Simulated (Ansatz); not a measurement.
We consider diamond, described by PBE0 (Ansatz, an electronic-structure program, plane waves, PAW).

Numerical settings: plane-wave cutoff 460 eV, 12×12×12 k mesh, Fermi–Dirac smearing 0.01 eV, scalar-relativistic PAW data made under PBE.

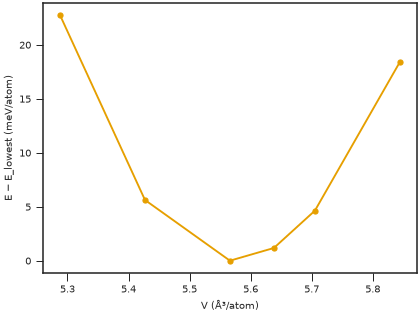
*Total energy against volume*

Task: From the curve, estimate the equilibrium volume and the bulk modulus.

Result: V0 ≈ 5.6 Å³/atom and B0 ≈ 470 GPa; the fit gives V0 = 5.570 Å³/atom, B0 = 471 GPa, B′ = 3.6.

Measured, for comparison: bulk modulus 455 GPa (0 K value with the zero-point phonon effect removed; as tabulated in Mejia-Rodriguez and Trickey (2018), arXiv:1807.09216); equilibrium volume per atom 5.61 Å³/atom (static lattice: zero-point anharmonic expansion removed; as tabulated in Mejia-Rodriguez and Trickey (2018), arXiv:1807.09216). Computed (rounded) less measured: bulk modulus +4 %, equilibrium volume per atom -0.7 %.

Cost on a shared machine: about 4 core-minutes (a rough figure).
